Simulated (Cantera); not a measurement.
Input: 1 mol SiHCl3, 5.5 mol NH3, at 1.00 Torr.

Cantera equilibrium calculation (NASA polynomials, part measured and part estimated; ideal gas, pure solids and liquids). Candidate condensed phases: NH4Cl, Si, Si3N4; 28 gas species. The tables' values for SiCl, SiCl3, SiN are old estimates; treat these amounts as uncertain. Gases not in the tables: Si2H6 and higher silanes. Rates play no part.

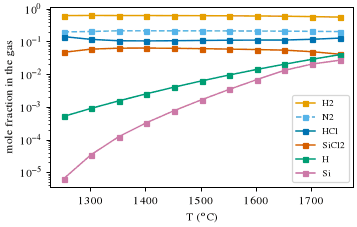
Figure: Equilibrium gas composition (values under 1e-9 drawn at 1e-9)

From 1252 °C to 1302 °C the condensed part is Si3N4(s). From 1352 °C to 1402 °C the condensed part is Si(s). From 1452 °C to 1652 °C the condensed part is Si(l). From 1702 °C to 1752 °C nothing is condensed. The main Si-bearing gas is SiCl2 throughout.
